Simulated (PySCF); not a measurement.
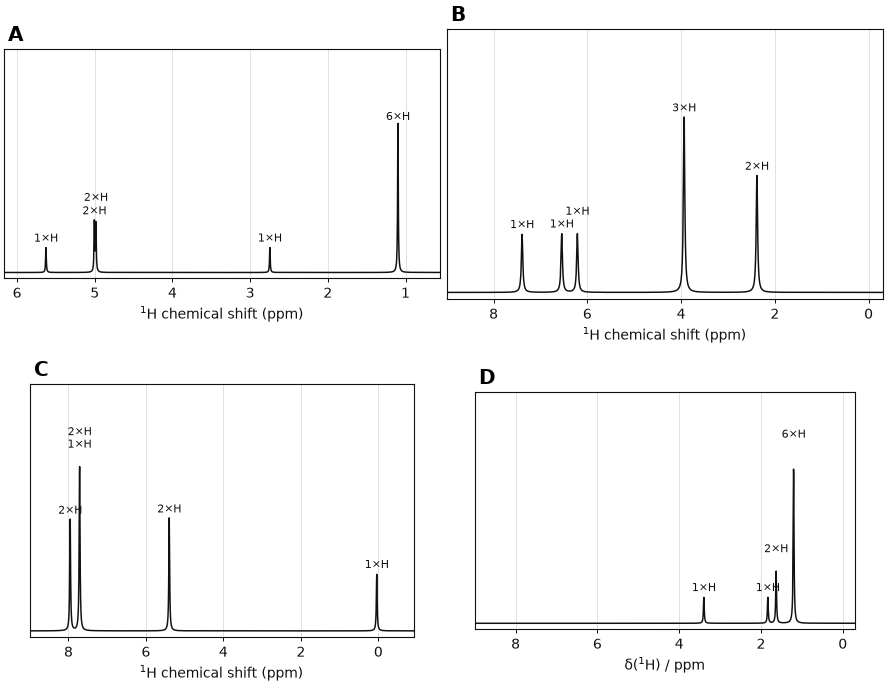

GIAO shifts, PBE0/pcSseg-1 with PySCF, at a GFN2-xTB geometry (no frequency check), against TMS for ¹H computed at the same level. Gas phase, fully decoupled, line heights follow the number of nuclei, widths are arbitrary (no quadrupolar broadening); values of one conformer, averaged over nuclei that symmetry or rotation about single bonds exchange, these motions taken as fast; other conformers aren't averaged in. Protons on N, O or S are those of the isolated molecule, without hydrogen bonds to neighbours or exchange.

> Pair each panel with its molecule.
1. C₆H₈SSi, SMILES S[SiH2]c1ccccc1
2. C₅H₈OSi, SMILES [SiH3]Cc1ccco1
3. C₈H₁₀, SMILES C#CC(C#C)C(C)C
4. C₇H₁₂O, SMILES CC(C)C1=CCOC1

A: 4 (5.63 (1 H), 5.01 (2 H), 4.99 (2 H), 2.75 (1 H), 1.10 (6 H) ppm)
B: 2 (7.39 (1 H), 6.55 (1 H), 6.21 (1 H), 3.94 (3 H), 2.38 (2 H) ppm)
C: 1 (7.96 (2 H), 7.72 (1 H), 7.71 (2 H), 5.40 (2 H), 0.04 (1 H) ppm)
D: 3 (3.40 (1 H), 1.83 (1 H), 1.63 (2 H), 1.20 (6 H) ppm)

Limits of at least one run: the tight-binding geometry is rougher than a DFT one and adds to the error.
